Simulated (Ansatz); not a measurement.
## Ligand exchange: C2H8Si + GeH(CH3)2(SiH3) → C2H10Si2 + GeH2(CH3)2

Species: C2H8Si `CC[SiH3]`, singlet; GeH(CH3)2(SiH3), singlet; C2H10Si2 `CC[SiH2][SiH3]`, singlet; GeH2(CH3)2, singlet. The partners trade H for SiH3: Si–H and Ge–SiH3 bonds give way to Si–SiH3 and Ge–H.

Shapes, held fixed at every level: PBE0-D4/def2-TZVP. Flexible molecules stand in one conformer, not always the lowest. Programs: Ansatz 0.2.0. Electronic energies: no zero-point or thermal term.

```json
{"level": "PBE-D4/def2-TZVPP", "kind": "GGA", "ΔE (kJ/mol)": "+10.5", "less CCSD(T)/def2-TZVPP": "-4.1"}
{"level": "PBE0-D4/def2-TZVPP", "kind": "global hybrid", "ΔE (kJ/mol)": "+10.9", "less CCSD(T)/def2-TZVPP": "-3.7"}
{"level": "wB97M-V/def2-TZVPP", "kind": "range-separated hybrid", "ΔE (kJ/mol)": "+15.3", "less CCSD(T)/def2-TZVPP": "+0.7"}
{"level": "B2PLYP/def2-TZVPP", "kind": "double hybrid", "ΔE (kJ/mol)": "+15.5", "less CCSD(T)/def2-TZVPP": "+0.9"}
{"level": "MP2/def2-TZVPP", "kind": "perturbation theory", "ΔE (kJ/mol)": "+17.7", "less CCSD(T)/def2-TZVPP": "+3.1"}
{"level": "CCSD/def2-TZVPP", "kind": "coupled cluster or CI", "ΔE (kJ/mol)": "+14.8", "less CCSD(T)/def2-TZVPP": "+0.2"}
{"level": "CCSD(T)/def2-TZVPP", "kind": "coupled cluster or CI", "ΔE (kJ/mol)": "+14.6", "less CCSD(T)/def2-TZVPP": "0.0"}
```

The highest level, CCSD(T)/def2-TZVPP, gives ΔE = +14.6 kJ/mol; the levels span +10.5 to +17.7. The column of differences is taken from that level and isn't an error. No measured value is set beside it here. Relativity is left out for Ge unless named. Correlated rows may include outer-core shells of Ge, which these sets cover unevenly.

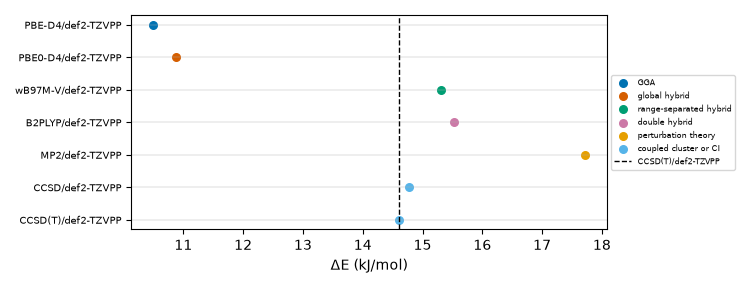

The values of the table, level by level.
